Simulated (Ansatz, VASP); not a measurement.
# TiGe: VASP beside Ansatz

Wanted: the spread between two codes on one cell, functional and k mesh. The cell is invented: As first built, before any earlier steps moved the atoms: it takes the ZrC structure with all of its atoms replaced by other elements, volume scaled by an estimate. It may not be a known or stable phase. The cell comes out of the VASP series on this material, whose earlier steps may have relaxed, scaled or displaced it; both programs get it as it stands.

Main program and level: Ansatz 0.2.0; plane waves, with VASP 6.6.1 beside it; relaxation of cell and atoms at PBE.

### 1. The starting structure

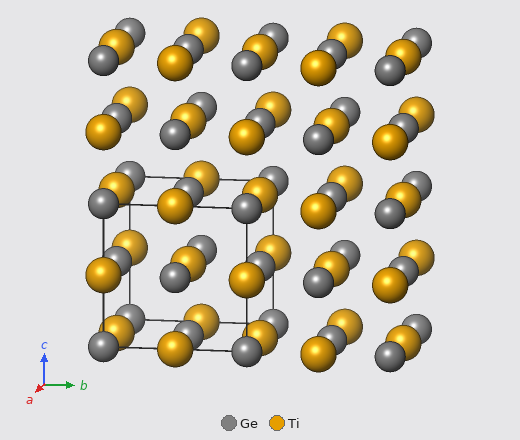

Start, viewed slightly off an axis; germanium grey, titanium orange. 1×2×2 cells are drawn. This picture shows the conventional cell, with its axes. Some periodic images of atoms are drawn too.

Coordinates:

```cif
data_structure
_symmetry_space_group_name_H-M 'P 1'
_symmetry_Int_Tables_number 1
_cell_length_a 3.6683
_cell_length_b 3.6683
_cell_length_c 3.6683
_cell_angle_alpha 60.000
_cell_angle_beta 60.000
_cell_angle_gamma 60.000
_cell_volume 34.90
loop_
_atom_site_label
_atom_site_type_symbol
_atom_site_fract_x
_atom_site_fract_y
_atom_site_fract_z
_atom_site_occupancy
Ge1 Ge 0.00000 0.00000 0.00000 1
Ti2 Ti 0.50000 0.50000 0.50000 1
```

### 2. Ansatz: relaxation of cell and atoms, PBE

Ansatz runs on its default PAW (the set named soft_2) files.

The relaxed volume is the usual yardstick between codes: its relative difference is about their pressure difference at one cell divided by the bulk modulus.

File input.yaml:

```yaml
crystal:
  lattice:
    - [0.0, 2.593885066, 2.593885066]
    - [2.593885066, 0.0, 2.593885066]
    - [2.593885066, 2.593885066, 0.0]
  atoms:
    - { symbol: Ge, position: [0.0, 0.0, 0.0] }
    - { symbol: Ti, position: [0.5, 0.5, 0.5] }
hamiltonian:
  xc: pbe
  pseudopotentials: { kind: paw }
kpoints:
  mp_grid: { grid: [9, 9, 9] }
scf:
  occupations: { method: fermi_dirac, width: 0.05 }
relax:
  f_tol: 0.01
  max_steps: 60
  cell: { stress_tol: 0.05 }
output:
  forces: true
  stress: true
  write_density: true
  write_potential: true
  elf: true
  volumetric_format: npy
```

Launch:

```
$ ansatz run input.yaml --threads 4 --pin off --max-ram 9216MiB --backend cpu --events-out ev --progress --plain --runs-dir out
```

Numbers of over 12 decimals in the logs are rounded to 6 here.

The log of the run:

```text
Engine: ansatz 0.2.0, aarch64-unknown-linux-gnu
Pseudopotentials: kind: paw
Pseudopotential: Ge, paw, valence charge 14, recommended cutoff 420 eV (normal), Ge.paw.azcp
Pseudopotential: Ti, paw, valence charge 12, recommended cutoff 420 eV (normal), Ti.paw.azcp
Functional definition: PBE
  parameter kappa = 0.804
  parameter beta = 0.066725
  exchange = pbe_x(kappa = kappa, mu = beta*pi^2/3)
  correlation = pbe_c(beta = beta)
Crystal: 2 atoms, lattice volume = 34.905 Å³
Basis set: ecut = 420 eV, 701 PW (Γ), exchange–correlation on 50×50×50 points (8 copies of the dense FFT grid, shifted against one another)
Bands: 17, of which v1, the nominal top of the filled ones, is band 13 counted from 1 (12 counted from 0)
Symmetry: 48 space group operations
Space group: Fm-3m (ITA 225), of the structure as read, at distance tolerance 3.3e-5 Å
k-points: 35 of 729
Non-local potential: Ge, projectors of the file, l = 0: 2, l = 1: 2, l = 2: 3, l = 3: 1
Non-local potential: Ti, projectors of the file, l = 0: 3, l = 1: 2, l = 2: 3, l = 3: 1
PAW form: soft (Blöchl's): semilocal exchange-correlation on the pseudo side does not see the compensation charge
PAW one-centre angular grid: Ge, 590 points (default); XC on 64 Gauss nodes
PAW one-centre angular grid: Ti, 590 points (default); XC on 64 Gauss nodes
Initial density: superposition of atomic densities (neutral atoms: chi_scale 0, normalization atom), corrected by the library's trained network
Initial wavefunctions: pseudopotential atomic-orbital guess
Functional: x = pbe(κ = 0.804, μ = 0.219515), c = pbe(β = 0.066725)
SCF iter   1: F=—  HF=-6795.603486 eV  |F-HF|=—  |Δ(HF+E_count)|=         —  Δρ=5.76e-3  dr2=1.17e-2  ethr=1.77e-3  ⟨swp⟩=4.5  Hψ=2478  notcnv=0
preconditioner: auto → Kerker (q_TF=auto, 2.598 Å⁻¹)  [metal: Δε(μ)=0.135 eV  Ē_g=16.932 eV  σ=0.050 eV  W_gap=0.49  n_scr=14 (ndim 8)  ℏωp=26.7 eV  f_vac=0.000  D(μ)=0.56/eV (n_scr^D=0)]
SCF iter   2: F=—  HF=-6795.602257 eV  |F-HF|=—  |Δ(HF+E_count)|=   1.23e-3  Δρ=3.34e-3  dr2=3.81e-3  ethr=4.52e-5  ⟨swp⟩=1.1  Hψ=878  notcnv=0
SCF iter   3: F=—  HF=-6795.601924 eV  |F-HF|=—  |Δ(HF+E_count)|=   3.33e-4  Δρ=7.74e-4  dr2=2.09e-4  ethr=1.47e-5  ⟨swp⟩=2.9  Hψ=919  notcnv=0
SCF iter   4: F=—  HF=-6795.601800 eV  |F-HF|=—  |Δ(HF+E_count)|=   1.24e-4  Δρ=2.51e-4  dr2=2.30e-5  ethr=8.02e-7  ⟨swp⟩=2.0  Hψ=898  notcnv=0
SCF iter   5: F=—  HF=-6795.601805 eV  |F-HF|=—  |Δ(HF+E_count)|=   5.01e-6  Δρ=6.10e-5  dr2=1.01e-6  ethr=8.83e-8  ⟨swp⟩=3.0  Hψ=1024  notcnv=0
SCF iter   6: F=-6795.601805 eV  HF=-6795.601805 eV  |F-HF|=2.47e-8  |Δ(HF+E_count)|=   5.11e-8  Δρ=1.37e-5  dr2=5.16e-8  ethr=3.85e-10  ⟨swp⟩=7.3  Hψ=3324  notcnv=0
SCF 1 converged in 6 iterations: F = -6795.601805 eV  dr2 = 5.16e-8
  greatest PAW one-centre occupation: 0.999 electrons in one spin orbital (limit 2), on the Ti atom at site 1 (counted from 0), in its partial waves of l = 0
relax step   1: F+E_penalty+E_count = -6795.60180504 eV  Δ(F+E_penalty+E_count) = +0.000e0 eV  max|allowed force component| = 3.579e-29 eV/Å  Δτ_max = 0.0000 Å  P = +0.335 GPa  Ω = 34.905 Å³  (6 SCF iters, dr2 threshold 1.00e-7 eV, accepted)
[...]
relax step   2: F+E_penalty+E_count = -6795.60189275 eV  Δ(F+E_penalty+E_count) = -8.772e-5 eV  max|allowed force component| = 1.775e-29 eV/Å  Δτ_max = 0.0000 Å  P = -0.056 GPa  Ω = 35.029 Å³  energy of the carried Pulay correction = -2.011e-5 eV  (6 SCF iters, dr2 threshold 2.00e-7 eV, accepted)
[...]
relax step   3: F+E_penalty+E_count = -6795.60189880 eV  Δ(F+E_penalty+E_count) = -6.051e-6 eV  max|allowed force component| = 3.003e-29 eV/Å  Δτ_max = 0.0000 Å  P = -0.000 GPa  Ω = 35.011 Å³  energy of the carried Pulay correction = -1.722e-5 eV  (6 SCF iters, accepted)
[...]
relax step   4: F+E_penalty+E_count = -6795.60191395 eV  Δ(F+E_penalty+E_count) = -1.514e-5 eV  max|allowed force component| = 2.462e-29 eV/Å  Δτ_max = 0.0000 Å  P = -0.000 GPa  Ω = 35.011 Å³  stress off target by 3.23e-4 GPa  SCF on the basis re-selected at this cell (its energy is not comparable with the rows above)  (8 SCF iters)
basis re-selected at this cell: Δ(F+E_penalty+E_count) = -1.514e-5 eV, ΔP = -0.000 GPa vs the last step (what re-selecting the basis moved, of the pressure what is left beyond the Pulay correction that the steps carried, after the strain that the cell walked since its last selection, with what the two solves' SCF thresholds leave and, on support functions, any second-order correction that the steps lacked; it is no m [...]
SCF converged after 8 iterations
Free energy (F): -6795.601914 eV
Harris-Foulkes:  -6795.601914 eV  (|F-HF|=1.82e-12)
Internal energy: -6795.597136 eV  (E = F + TS)
E sigma→0 (E₀):  -6795.599525 eV
Entropy (-TS):   -0.004778 eV (-2.389 meV/atom)
Fermi energy:    12.398592 eV
--- Per-component energies (eV) ---
  E_band       = -260.547216
  E_kinetic    = 384.926728
  E_local      = -2993.170543  (includes V_loc(G=0)·N_el)
  E_nonlocal   = 426.600202
  E_hartree    = 1295.995938
  E_xc         = -174.152296
  E_vxc        = -188.053213  (∫ρ·V_xc dr)
  E_paw        = -3066.903632  (= ΣΔE_a)
  E_vpaw       = -482.842618  (= ΣTr[D̂ρ^β])
  E_aug_tail   = 0.000352  (compensation charges beyond the density's cutoff)
  E_ewald      = -2668.893885
  E_smearing   = -0.004778  (= −TS)
  E_closure    = 0.000000  (closes the sum)
  Σ components = -6795.601914   (vs F -6795.601914, Δ=0.00e0)
--- Forces (eV/Å), atoms counted from 1 ---
  atom   1  Ge    -0.00000000     0.00000000    -0.00000000
  atom   2  Ti     0.00000000    -0.00000000    -0.00000000
  max |Σ_I F_I| component: 4.75e-29 eV/Å
--- Stress (GPa, compression-positive) ---
       -0.000323       0.000000      -0.000000
       -0.000000      -0.000323       0.000000
       -0.000000      -0.000000      -0.000323
  P = ⅓ Tr σ = -0.0003 GPa (-0.003 kbar)
--- Band table (eV; the first three rows and the last of 35) ---
  k-point 0: bands = [... 9 lower, 1.6128, 12.5070, 12.5070, 12.5070, 12.9246, 12.9246, 15.6074, 15.6074]
  k-point 1: bands = [... 9 lower, 1.8141, 12.0600, 12.3351, 12.3351, 12.7540, 12.7540, 15.0591, 16.2013]
  k-point 2: bands = [... 9 lower, 2.3975, 10.7197, 11.6064, 11.6064, 13.0302, 13.0302, 14.4957, 17.3280]
  k-point 34: bands = [... 9 lower, 4.5711, 9.1565, 9.6981, 10.5372, 13.8201, 14.0114, 14.3790, 14.6801]
--- Relaxed structure (3 steps of the walk, 3 accepted, 1 SCFs on fresh bases) ---
  F+E_penalty+E_count = -6795.60191395 eV   max|allowed force component| = 2.462e-29 eV/Å   (the final SCF, on the basis selected at the relaxed cell)
  cell:  # Å, volume = 35.0111 Å³
    - [0, 2.596522, 2.596522]
    - [2.596522, 0, 2.596522]
    - [2.596522, 2.596522, 0]
  atoms:
    - { symbol: Ge, position: [0, 0, 0] }
    - { symbol: Ti, position: [0.5, 0.5, 0.5] }
```

It took 2.4 s on 4 threads of Arm Neoverse V1, shared host; peak memory 0.34 GiB.

### 3. VASP: relaxation of cell and atoms, PBE

The same cell, functional, mesh and smearing now go to VASP, with its own data sets and cutoff.

Lines of VASP's logs that name or quote its potential files are left out, and so is its time.

File INCAR:

```
SYSTEM = TiGe
PREC = Accurate
ENCUT = 410
EDIFF = 1E-06
NELM = 100
ISMEAR = -1
SIGMA = 0.05
LREAL = .FALSE.
ALGO = Normal
GGA = PE
LORBIT = 11
LWAVE = .FALSE.
LCHARG = .FALSE.
KPAR = 4
IBRION = 2
NSW = 60
ISIF = 3
EDIFFG = -0.01
```

File POSCAR:

```
TiGe
1.0
    0.0000000000      2.5938850660      2.5938850660
    2.5938850660      0.0000000000      2.5938850660
    2.5938850660      2.5938850660      0.0000000000
Ge Ti
1 1
Direct
    0.0000000000      0.0000000000      0.0000000000
    0.5000000000      0.5000000000      0.5000000000
```

File KPOINTS:

```
Automatic mesh
0
Gamma
9 9 9
0 0 0
```

Potentials, in the order of the species: Ge_d and Ti_sv (PBE family, release 64).

Launch:

```
$ mpirun -np 4 vasp_std
```

The log of the run:

```text
[banner, memory and clock lines left out]
running    4 mpi-ranks, on    1 nodes
 distrk:  each k-point on    1 cores,    4 groups
 distr:  one band on    1 cores,    1 groups

 POSCAR found type information on POSCAR GeTi
 POSCAR found :  2 types and       2 ions
 LDA part: xc-table for (Slater+PW92), standard interpolation
 POSCAR, INCAR and KPOINTS ok, starting setup
 FFT: planning ... GRIDC
 FFT: planning ... GRID_SOFT
 FFT: planning ... GRID
 WAVECAR not read
 entering main loop
       N       E                     dE             d eps       ncg     rms          rms(c)
DAV:   1     0.176697396621E+03    0.17670E+03   -0.12778E+04  1257   0.311E+03
DAV:   2     0.739094514160E+01   -0.16931E+03   -0.16727E+03  1193   0.488E+02
DAV:   3    -0.145343975878E+02   -0.21925E+02   -0.21618E+02  1977   0.142E+02
DAV:   4    -0.156400733695E+02   -0.11057E+01   -0.10994E+01  1486   0.256E+01
DAV:   5    -0.156760090820E+02   -0.35936E-01   -0.35929E-01  1822   0.382E+00    0.112E+01
DAV:   6    -0.135403402453E+02    0.21357E+01   -0.20321E+01  1398   0.378E+01    0.408E+00
DAV:   7    -0.133057836695E+02    0.23456E+00   -0.28805E+00  1419   0.167E+01    0.222E+00
DAV:   8    -0.133217868246E+02   -0.16003E-01   -0.53659E-01  1290   0.683E+00    0.131E+00
DAV:   9    -0.132927243356E+02    0.29062E-01   -0.16027E-01  1318   0.381E+00    0.201E-01
DAV:  10    -0.132937563558E+02   -0.10320E-02   -0.87079E-03  1608   0.990E-01    0.890E-02
DAV:  11    -0.132935762591E+02    0.18010E-03   -0.15967E-03  1453   0.332E-01    0.565E-02
DAV:  12    -0.132935652864E+02    0.10973E-04   -0.16308E-04  1444   0.115E-01    0.927E-03
DAV:  13    -0.132935645194E+02    0.76705E-06   -0.82344E-06  1158   0.306E-02
   1 F= -.13293565E+02 E0= -.13291180E+02  d E =-.132936E+02
 curvature:   0.00 expect dE= 0.000E+00 dE for cont linesearch  0.000E+00
 trial: gam= 0.00000 g(F)=  0.106E-58 g(S)=  0.271E-05 ort = 0.000E+00 (trialstep = 0.100E+01)
 search vector abs. value=  0.271E-05
 reached required accuracy - stopping structural energy minimisation
```

OUTCAR, selected parts (step 3):

```text
ion  position               nearest neighbor table
   1  0.000  0.000  0.000-   2 2.59   2 2.59   2 2.59   2 2.59   2 2.59   2 2.59
   2  0.500  0.500  0.500-   1 2.59   1 2.59   1 2.59   1 2.59   1 2.59   1 2.59

  LATTYP: Found a face centered cubic cell.
 ALAT       =     5.1877701320

 Subroutine GETGRP returns: Found 48 space group operations
 (whereof 48 operations were pure point group operations)

The static configuration has the point symmetry O_h .

 Found     35 irreducible k-points:

   k-points           NKPTS =     35   k-points in BZ     NKDIM =     35   number of bands    NBANDS=     17

   dimension x,y,z NGX =    24 NGY =   24 NGZ =   24
   dimension x,y,z NGXF=    48 NGYF=   48 NGZF=   48

   ENCUT  =  410.0 eV  30.13 Ry    5.49 a.u.   6.06  6.06  6.06*2*pi/ulx,y,z

   NELECT =      26.0000    total number of electrons

 k-points in reciprocal lattice and weights: Automatic mesh
   0.00000000  0.00000000  0.00000000       0.001
   0.11111111  0.00000000  0.00000000       0.011
   0.22222222  0.00000000  0.00000000       0.011
   0.33333333  0.00000000  0.00000000       0.011
   0.44444444  0.00000000  0.00000000       0.011
   0.11111111  0.11111111  0.00000000       0.008
   0.22222222  0.11111111  0.00000000       0.033
   0.33333333  0.11111111  0.00000000       0.033
   0.44444444  0.11111111  0.00000000       0.033
[...]
-0.33333333  0.44444444  0.11111111       0.033
  -0.33333333  0.44444444  0.22222222       0.033

 average (electrostatic) potential at core
       1 -70.8514       2 -73.5367

 E-fermi :   7.6423

 k-point     1 :       0.0000    0.0000    0.0000
  band No.  band energies     occupation
    ...
      6     -16.2444      2.00000
      7     -16.2044      2.00000
      8     -16.2044      2.00000
      9     -16.2044      2.00000
     10      -3.1461      2.00000
     11       7.7482      0.21449
     12       7.7482      0.21449
     13       7.7482      0.21449
     14       8.1760      0.00005
     15       8.1760      0.00005
    ...

 k-point     2 :       0.1111    0.0000    0.0000
  band No.  band energies     occupation
    ...
      9     -16.2030      2.00000
     10      -2.9450      2.00000
     11       7.3015      1.99781
     12       7.5804      1.55068
     13       7.5804      1.55067
     14       8.0002      0.00156
     15       8.0002      0.00156
     16      10.3156      0.00000
     17      11.4600      0.00000

 k-point     3 :       0.2222    0.0000    0.0000
  band No.  band energies     occupation
    ...
      9     -16.1994      2.00000
     10      -2.3618      2.00000
     11       5.9628      2.00000
     12       6.8523      2.00000
     13       6.8523      2.00000
     14       8.2742      0.00001
     15       8.2742      0.00001
     16       9.7491      0.00000
     17      12.5906      0.00000

  Total       -0.0061159     -0.0061159     -0.0061159     -0.0000000      0.0000000     -0.0000000
  in kB       -0.2807294     -0.2807294     -0.2807294     -0.0000000      0.0000000     -0.0000000
  external PRESSURE =      -0.2807294 kB  Pullay stress =       0.0000000 kB

  energy-cutoff  :      410.00
  volume of cell :       34.90
      direct lattice vectors                 reciprocal lattice vectors
     0.000000000  2.593885066  2.593885066    -0.192761047  0.192761047  0.192761047
     2.593885066  0.000000000  2.593885066     0.192761047 -0.192761047  0.192761047
     2.593885066  2.593885066  0.000000000     0.192761047  0.192761047 -0.192761047

 POSITION                                       TOTAL-FORCE (eV/Angst)
 -----------------------------------------------------------------------------------
      0.00000      0.00000      0.00000        -0.000000     -0.000000     -0.000000
      2.59389      2.59389      2.59389         0.000000      0.000000      0.000000
 -----------------------------------------------------------------------------------
    total drift:                                0.000000     -0.000000      0.000000

  FREE ENERGIE OF THE ION-ELECTRON SYSTEM (eV)
  ---------------------------------------------------
  free  energy   TOTEN  =       -13.2935645194 eV

  energy  without entropy=      -13.2887958115  energy(sigma->0) =      -13.29118017

 reached required accuracy - stopping structural energy minimisation

 total charge
# of ion       s       p       d       tot
------------------------------------------
    1        1.163   1.366  10.007  12.536
    2        2.158   6.110   1.964  10.232
--------------------------------------------------
tot          3.321   7.476  11.972  22.768

[... 3 further parts left out ...]
```

CONTCAR:

```
TiGe
   1.00000000000000
     0.0000000000000000    2.5938850659999999    2.5938850659999999
     2.5938850659999999    0.0000000000000000    2.5938850659999999
     2.5938850659999999    2.5938850659999999    0.0000000000000000
  Ge              Ti
     1     1
Direct
     0.0000000000000000    0.0000000000000000    0.0000000000000000
     0.5000000000000000    0.5000000000000000    0.5000000000000000
```

### 4. Comparison

Known differences besides the PAW data sets themselves: both relaxations stop at a tolerance, which leaves soft axes loose, and VASP keeps its plane-wave basis; the cutoff is 420 eV in Ansatz and 410 eV in VASP; VASP leaves aspherical gradient terms in its spheres out (LASPH is not set), Ansatz keeps them; Ansatz adds a Pulay correction to the stress that steers its cell, VASP none. Total energies have different zeros and are not compared.

Both answers:

| quantity | Ansatz | VASP | difference |
| --- | --- | --- | --- |
| volume (Å³) | 35.01 | 34.90 | +0.31 % |
| edge a after relaxation, in the typed setting (Å) | 3.672 | 3.668 | +0.10 % |

The walks stopped with 0.00 GPa left in Ansatz and -0.03 GPa in VASP; each walk ends within a tolerance, so the volume difference is uncertain by about these residues over the bulk modulus, most in soft cells.

### 5. What came out

- difference in volume (relaxation of cell and atoms, PBE): 0.31 %

**Reading.** The difference in volume is 0.31 % (relaxation of cell and atoms, PBE), within the 1.2 % picked in this series as the mark of a large difference, as far as the stopping tolerances let one tell. Differences of this kind measure data sets and numerical settings, not the functional's error against experiment.

[Lines on the potential files, build, host, timing and source positions are cut from VASP's logs without a mark.]

[Logs are printed without paths, hosts, clocks, repeated set-up lines and the standing remarks that a program may print on its own settings, such as how far it seeks lower states.]

[Hosts, paths, dates, database ids (printed as entryN), source tags and the programs' standing remarks are cut or masked in the printed files.]
